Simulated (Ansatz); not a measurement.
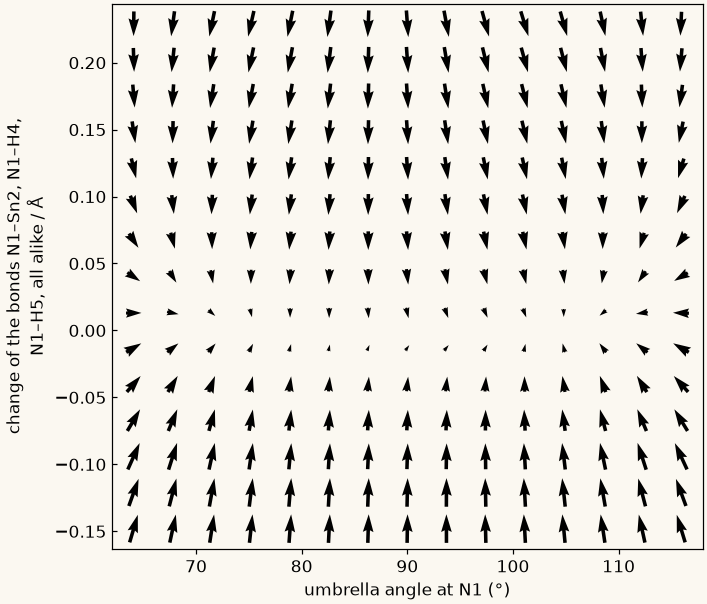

FH₃NSn, SMILES [NH2][SnH][F], spin multiplicity 2. 
- The first coordinate is: umbrella angle at N1 (between each of its bonds and their common axis; 90 is planar); the second: change of the bonds N1–Sn2, N1–H4, N1–H5, all alike.
- Nothing is relaxed (all other coordinates rigid).
- The scan uses a 15 × 15 grid.
- Points are written as (first, second).
- Level of theory: Ansatz 0.2.0, UHF/def2-SVP.

The picture shows arrows along the force (downhill), their lengths compressed.

**The arrows alone are given. Where is the energy lowest?**

The arrows converge at about (104°, 0.000 Å) (read from the interpolated surface).

The energy map of the same scan:

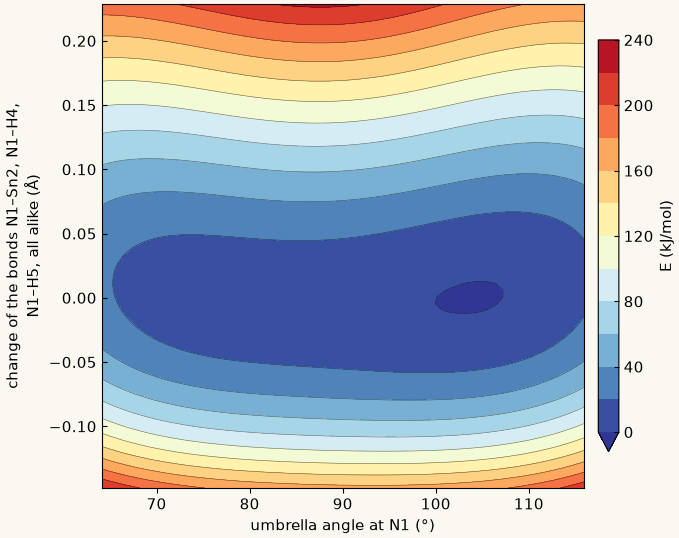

Energies are in kJ/mol, from the lowest grid point; between grid points the surface is interpolated.
